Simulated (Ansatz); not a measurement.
# CH₆ClO₂ScSi: small, medium and large basis sets

Aim: see how fast density functionals converge with the basis set for CH₆ClO₂ScSi.

The runs use Ansatz 0.2.0, Gaussian basis; one geometry, several basis sets.

Levels to be run: PBE0-D4/def2-SVP; ωB97M-V/def2-SVP; PBE0-D4/def2-QZVPP; ωB97M-V/def2-QZVPP; the functionals' def2-TZVPP values are taken from earlier runs.

## Step 1: The relaxed structure

All runs share one geometry, relaxed beforehand with PBE0-D4 in a triple-zeta def2 set.

12 atoms, charge 0, spin multiplicity 1.

Atoms are counted from 1 here; the program's logs count them from 0.

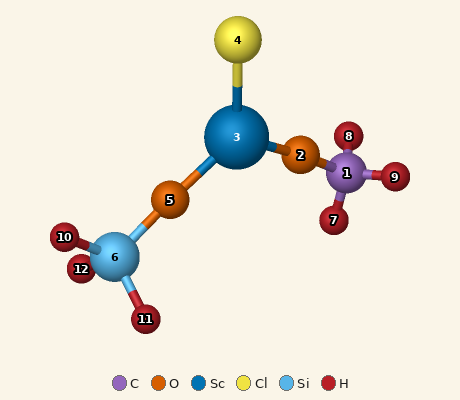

The geometry (colours as in the key); atoms are numbered from 1 in the order of the file.

## Step 2: PBE0-D4 in def2-SVP

in.yaml

```yaml
crystal:
  periodic: [false, false, false]
  atoms:
    - {symbol: C, position_ang: [-2.286176, 1.561080, 0.707011]}
    - {symbol: O, position_ang: [-1.488885, 0.424447, 0.768309]}
    - {symbol: Sc, position_ang: [-0.346032, -1.013530, 0.754825]}
    - {symbol: Cl, position_ang: [-0.797833, -2.901190, 2.030005]}
    - {symbol: O, position_ang: [1.194843, -0.915671, -0.318312]}
    - {symbol: Si, position_ang: [2.503787, -0.739699, -1.276687]}
    - {symbol: H, position_ang: [-1.868971, 2.295139, 0.008875]}
    - {symbol: H, position_ang: [-3.297273, 1.303601, 0.373862]}
    - {symbol: H, position_ang: [-2.363982, 2.029319, 1.694089]}
    - {symbol: H, position_ang: [3.344624, -1.966433, -1.243101]}
    - {symbol: H, position_ang: [3.324953, 0.413751, -0.816590]}
    - {symbol: H, position_ang: [2.080934, -0.490824, -2.682286]}
basis:
  gaussian: {orbitals: def2-SVP}
hamiltonian: {xc: pbe0, dispersion: d4}
output: {orbitals: {seedname: orbitals}}
```

The run is started by

```console
$ ansatz run in.yaml --threads 2 --pin off --events-out ev --progress --plain --max-ram 32768MiB --backend cpu
```

Further steps of the session: ωB97M-V in def2-SVP; PBE0-D4 in def2-QZVPP; ωB97M-V in def2-QZVPP.

**Question.** What will the summary of the whole plan be? Wanted: PBE0-D4: double and triple zeta above quadruple; ωB97M-V: double and triple zeta above quadruple.

As calculated:

| quantity | value |
| --- | --- |
| PBE0-D4: double and triple zeta above quadruple | 17.34, 1.35 eV |
| ωB97M-V: double and triple zeta above quadruple | 17.39, 1.26 eV |

In words: For PBE0-D4 the step from double to triple zeta gains 15.99 eV and the next only 1.35 eV. These are total energies; as a rule much of such shifts cancels in differences, which this series doesn't test.
